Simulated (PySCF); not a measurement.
**M06-2X/STO-6G run of HNO (nitroxyl)**

Aim: the energy change on altering one bond length of HNO (nitroxyl) at M06-2X/STO-6G, from 2 runs. The job is set up through a Python script.

The results are computed with PySCF 2.14.0.

10 further runs of the same task are left out: 1 that didn't finish, 9 set aside as unsound or not needed.

### Step 1. The system as given

HNO: 3 atoms, total charge 0, spin state singlet. SMILES: `N=O`. The shape is that of a PBE0-D4/def2-TZVP optimisation.

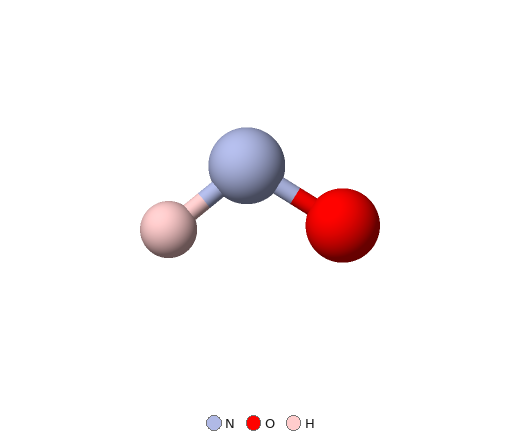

Viewed from a chosen angle; nitrogen light blue, oxygen red, hydrogen pink.

### Step 2. The energy at M06-2X/STO-6G

Input file input.xyz:

```xyz
3
HNO
N     -0.283700     0.312790    -0.117160
O      0.755300     0.397200     0.456500
H     -0.471600    -0.709980    -0.339350
```

Input file calc.py:

```python
from pyscf import gto, dft

mol = gto.Mole()
mol.atom = 'input.xyz'
mol.basis = 'sto-6g'
mol.verbose = 3
mol.max_memory = 1860
mol.spin = 0
mol.charge = 0
mol.build()

ks = dft.RKS(mol, xc='m06-2x')
ks.grids.level = 5
ks.conv_tol = 1e-10
ks.kernel()
if not ks.converged:
    ks = ks.newton().run(ks.mo_coeff, ks.mo_occ)

etot = ks.e_tot
print(f'total energy: {etot:.8f} hartree')
```

Command:

```console
$ OMP_NUM_THREADS=1 python calc.py
```

Output:

```text
converged SCF energy = -129.893112613661
total energy: -129.89311261 hartree
```

It took 2 s on 1 thread of Arm Neoverse V1, shared host; peak memory 0.16 GiB.

### Step 3. The distorted shape

Input file calc.py:

```python
from pyscf import gto, dft

system = gto.Mole()
system.atom = 'N -0.058218 1.540123 0.149470; O 0.980782 1.624533 0.723130; H -0.471600 -0.709980 -0.339350'
system.basis = 'sto-6g'
system.max_memory = 1860
system.spin = 0
system.verbose = 3
system.build()

calc0 = dft.RKS(system)
calc0.xc = 'm06-2x'
calc0.grids.level = 5
calc0.conv_tol = 1e-10
calc0.kernel()
if not calc0.converged:
    calc0 = calc0.newton().run(calc0.mo_coeff, calc0.mo_occ)

e_tot = calc0.e_tot
print('E = %.10f Eh' % e_tot)
```

Command:

```console
$ OMP_NUM_THREADS=1 python calc.py
```

Output:

```text
converged SCF energy = -129.729440088604
E = -129.7294400886 Eh
```

Run time: 2.3 s. Hardware: 1 thread of Arm Neoverse V1, shared host; peak memory 0.16 GiB.

### Step 4. Outcome

Level: M06-2X/STO-6G.

| quantity | value |
| --- | --- |
| first shape: total energy | -129.89311 Eh |
| first shape: dipole moment | 1.38 D |
| first shape: HOMO energy | -5.79 eV |
| first shape: LUMO energy | 1.99 eV |
| first shape: HOMO–LUMO gap | 7.78 eV |
| distorted shape: total energy | -129.72944 Eh |
| distorted shape: dipole moment | 0.99 D |
| distorted shape: HOMO energy | -4.29 eV |
| distorted shape: LUMO energy | 0.43 eV |
| distorted shape: HOMO–LUMO gap | 4.72 eV |
| energy change with the N1–H3 bond stretched from 1.063 to 2.339 Å | 4.454 eV |

With the N1–H3 bond stretched from 1.063 to 2.339 Å the energy rises by 4.45 eV (430 kJ/mol). The first shape isn't relaxed at this level, so the change isn't measured from a minimum. A restricted reference can't describe the breaking bond well at this length. The minimal basis adds a large error of its own. Mulliken charges (first shape) run from -0.08 on N1 to +0.15 on H3. Mulliken charges (distorted shape) run from -0.08 on H3 to +0.08 on N1.
